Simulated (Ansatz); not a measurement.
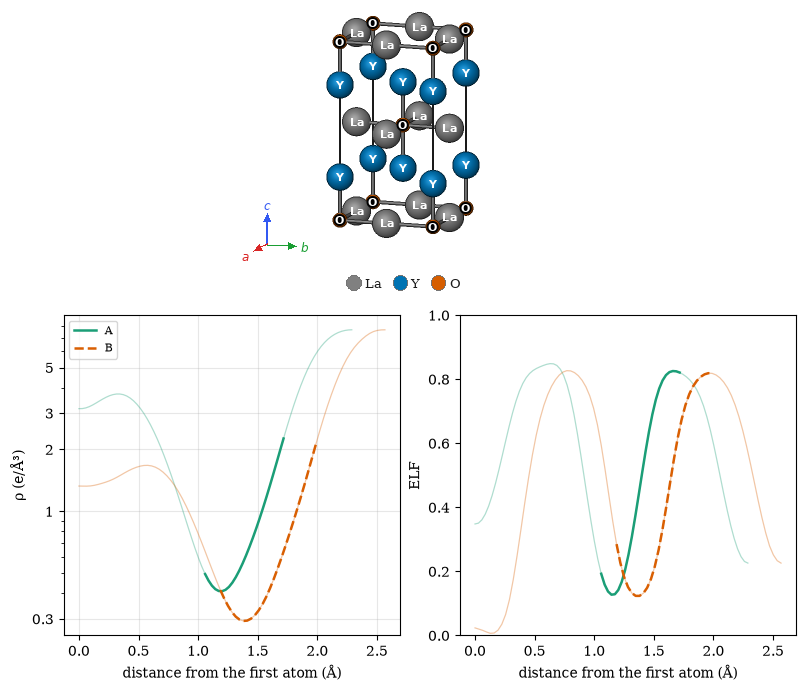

La$_{2}$Y$_{2}$O. Valence electron density and electron localisation function along straight lines between neighbouring atoms. Thin, pale parts lie inside the atomic spheres. The structure is drawn too.

Space group I4/mmm; a generated structure, not necessarily the stable one; changed on purpose from its base cell (volume × 0.91, shape and atoms relaxed); computed pressure about 5 GPa in this cell.

All numbers below come from DFT PBE, scalar-relativistic, plane waves, PAW in Ansatz.

Core electrons are frozen (PAW), and the valence fields are smoothed inside the atomic spheres.

Question: Which curve belongs to which contact (La–O and Y–O)? The first atom named is at distance zero.

Answer: Curve A: Y–O (2.29 Å): ρ at the midpoint is about 0.42 e/Å³; the ELF peaks at about 0.85 in the valence shell of O, 0.6 Å from its nucleus, and drops to about 0.15 between the two atoms: no localised pair shows between them. Curve B: La–O (2.57 Å): the density is about 0.32 e/Å³ at the midpoint; the ELF is about 0.15 at the midpoint: no shared electron pair shows on this line.
